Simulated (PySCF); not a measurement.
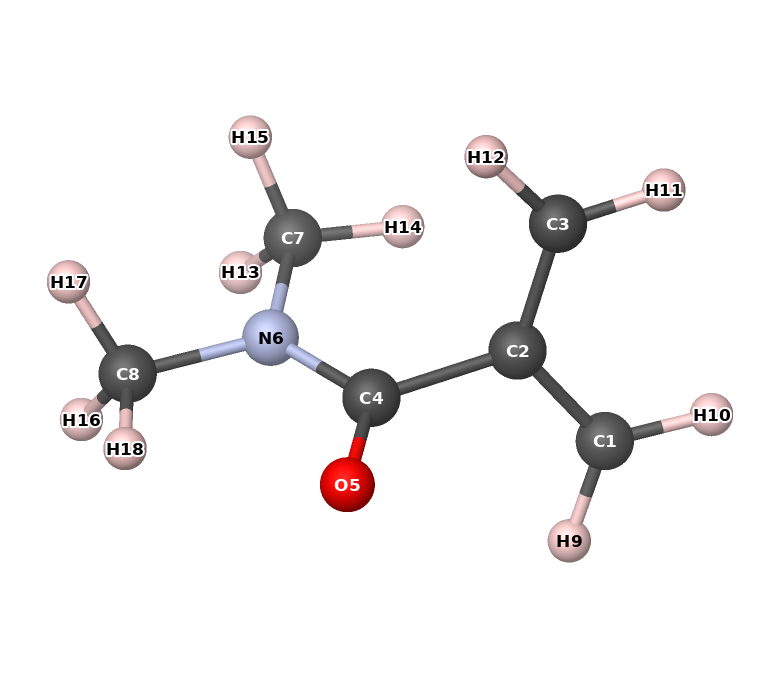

Charge 0, doublet. The geometry was computed by an optimisation with GFN2-xTB. No frequency run is at hand to confirm it as a minimum. Computed with UKS B3LYP, pcH-1 on C H N O, non-relativistic (PySCF 2.14.0). Fermi-contact and spin-dipolar terms alone, no spin-orbit part.

> Which nucleus has the largest dipolar (anisotropic) hyperfine coupling?

13C at C3: principal values −52.8, −51.1, 103.9 MHz.

List the isotropic and dipolar parts for the most strongly coupled nuclei, one of each equivalent set.

| atom | isotope | a_iso (MHz) | dipolar part (MHz) |
| --- | --- | --- | --- |
| C3 | 13C | 56.4 | −52.8, −51.1, 103.9 |
| C1 | 13C | 56.1 | −52.7, −51.0, 103.7 |
| C2 | 13C | −49.8 | −30.7, 12.4, 18.4 |
| H12 | 1H | −42.7 | −25.7, −0.4, 26.2 |
| H9 | 1H | −42.8 | −25.6, −0.5, 26.2 |
| H10 | 1H | −40.6 | −22.0, −1.9, 23.9 |
| H11 | 1H | −40.8 | −22.1, −1.8, 23.8 |
| H14 | 1H | 0.8 | −3.7, −0.6, 4.3 |
